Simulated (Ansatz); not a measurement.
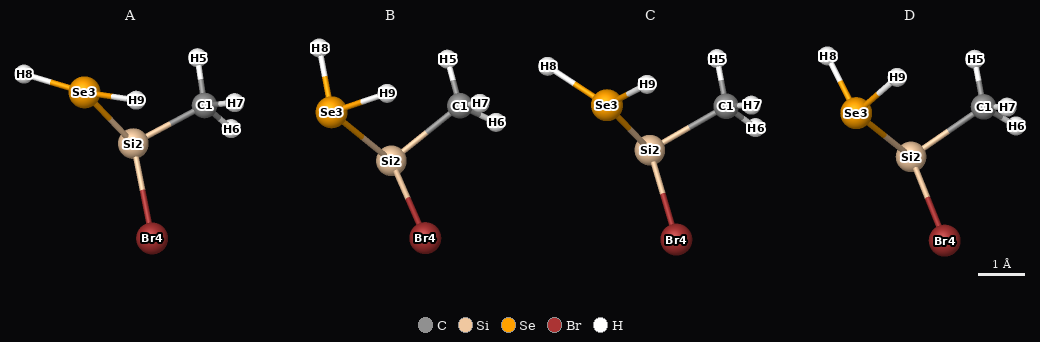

4 geometries from one relaxation of CH₅BrSeSi, in shuffled order. Style: ball-and-stick. Shown at a tilt.

The run prepares an end point of a later path (hydrogen shift) calculation, from a guessed geometry.

Computed with RKS BLYP-D4/def2-SVP (Ansatz 0.2.0). (no spin polarisation; force threshold 0.02 eV/Å; at most 50 steps)

Order the frames from highest to lowest energy.

A, C, D, B. They are steps 0, 3, 7, 17, at +2.961 eV, +1.118 eV, +0.044 eV relative to the last. The atom that moves furthest after the best rigid fit is H8 (1.01 Å). Largest moves by element: H 1.01 Å, Si 0.67 Å, Se 0.52 Å, Br 0.33 Å, C 0.10 Å. Among the contacts that change: Si2–Se3 2.250 → 2.793 Å, C1–Si2 1.808 → 1.944 Å, Si2–Br4 2.261 → 2.376 Å, Se3–H8 1.530 → 1.496 Å. Among the angles between lasting bonds that change: H8–Se3–H9 162.8° → 91.1°, Se3–Si2–Br4 107.8° → 85.8°, C1–Si2–Se3 108.4° → 92.6°. Over 14 accepted moves (17 points after the start) the energy falls by 2.961 eV. The largest force component goes from 2.3 to 0.0082 eV/Å. The line search rejected the trial steps at points 8, 13, 16 of the run. Cost: 34 s on 2 threads of Intel(R) Xeon(R) Platinum 8488C (Sapphire Rapids), on a shared host, peak memory 0.19 GiB.
